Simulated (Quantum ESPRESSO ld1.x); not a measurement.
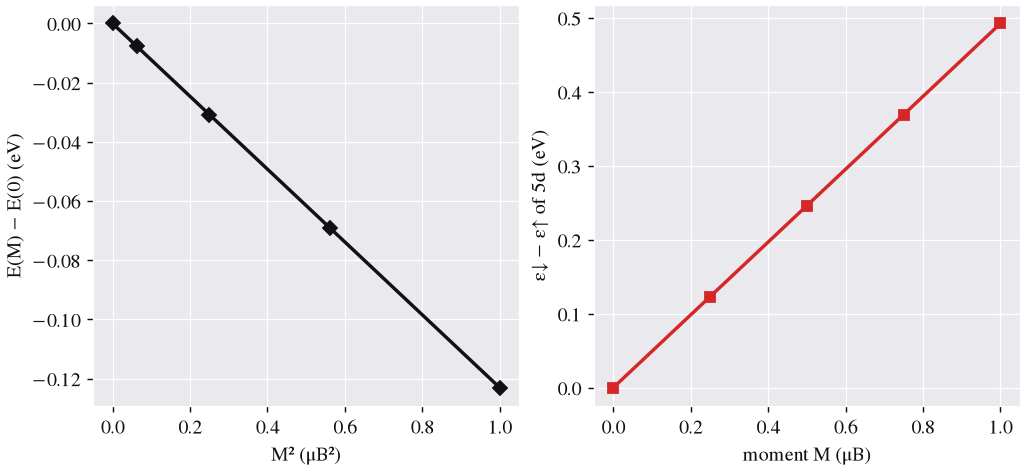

For Pt in [Xe] 4f14 5d9 6s1, the spin moment of the 5d shell is fixed at a series of values. Method: scalar-relativistic Kohn-Sham, LDA (Slater exchange, Perdew-Zunger correlation), spin-polarised, spherical densities, point nucleus; computed with Quantum ESPRESSO ld1.x 7.5. The plot shows the energy and the exchange splitting.

Describe both curves.

The energy falls with the moment, to −0.123 eV at M = 1 μB, the largest moment run; with one electron or hole in the shell the exact energy would hardly depend on M, so most of the fall is the functional's fractional-spin error. A fit E = −I M²/4 gives an exchange integral I of about 0.49 eV, and the exchange splitting grows nearly in proportion to M, to 0.493 eV (0.49 eV per μB).
